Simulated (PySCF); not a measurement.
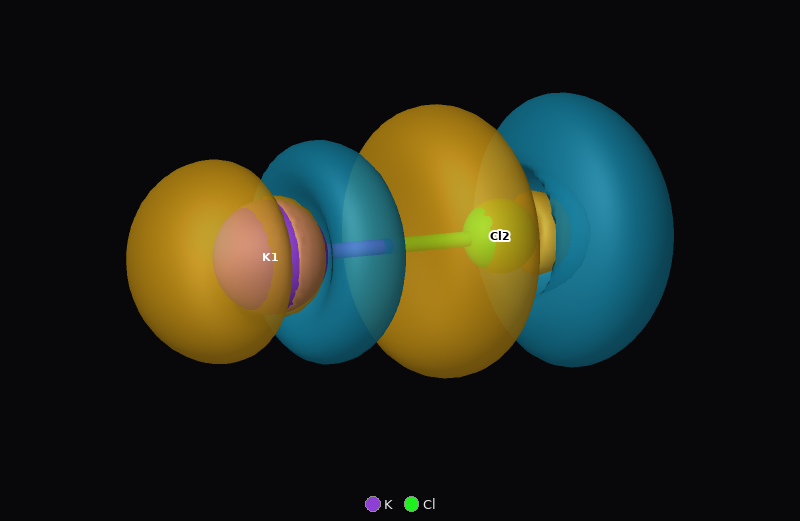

Figure 1: ClK, SMILES `[K+].[Cl-]`. Density of the complex less the densities of the two fragments at the same geometry, ±0.008 e/Å³ (yellow: gain, teal: loss). Fragment A: K(+1) (atom 1); fragment B: Cl(−1).

Level of theory: HF/def2-SVPD (PySCF), at a geometry from GFN2-xTB. GFN2-xTB bond lengths at metals and heavier atoms can be off by up to 0.1 Å and shapes distorted, which carries into these values.

Q: Which way does charge flow?

A: Hirshfeld charges show almost no net transfer (under 0.005 e). 0.25 e is displaced in all.

Q: What is the interaction energy, and which contacts carry it?

A: The counterpoise-corrected interaction energy of the frozen fragments is −108.2 kcal/mol without dispersion correction and −113.6 kcal/mol with D3(BJ). D3 uses neutral-atom coefficients and tends to overbind metal cations. The pair geometry is semi-empirical, not a minimum at this level. Contacts: K1···Cl2, 2.58 Å, ρ = 0.039 a.u. The pose is a local one from a semi-empirical search, not shown to be the most stable.

Run time: 0.84 s on 1 thread of Arm Neoverse V2, on a shared host, peak memory 0.17 GiB.
